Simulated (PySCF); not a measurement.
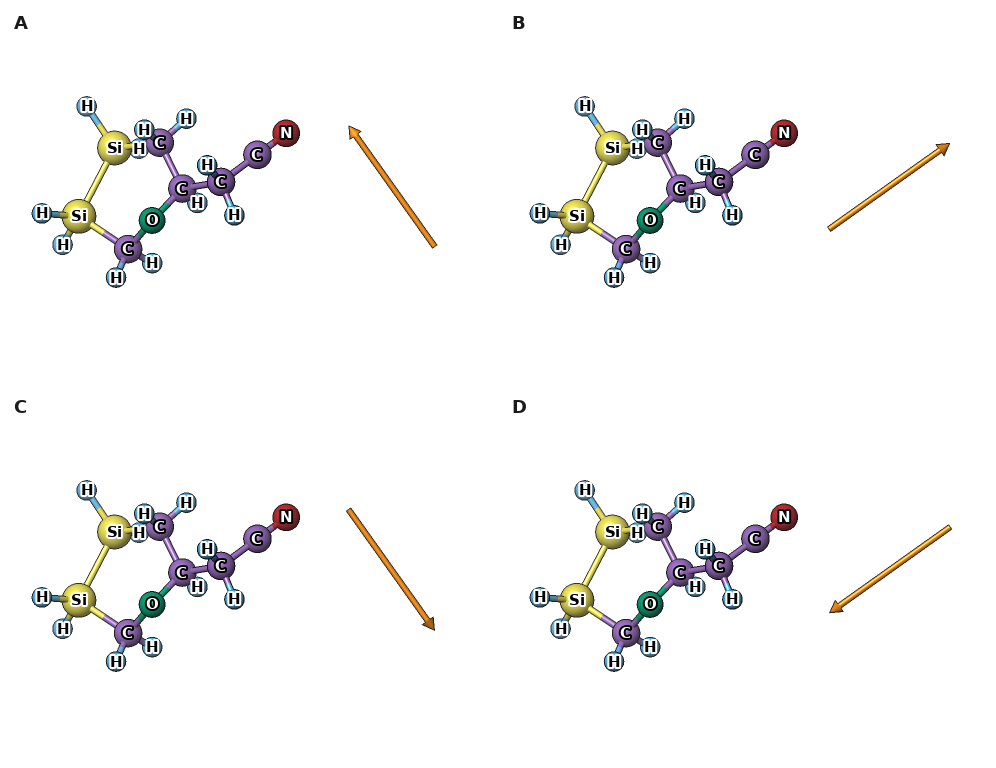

The same molecule four times, each with an arrow. The geometry was computed by an optimisation with GFN2-xTB. No frequency run is at hand to confirm it as a minimum. Properties computed with PBE0/pcSseg-1, gas phase (PySCF 2.14.0).

**Which arrow points along the dipole moment, from the negative to the positive end?**

D. The dipole moment is 3.50 D.

The geometry is semi-empirical. Around Si such bond lengths and angles can be off by a tenth of an ångström or more and by several degrees, and values that hang on the shape move with them.
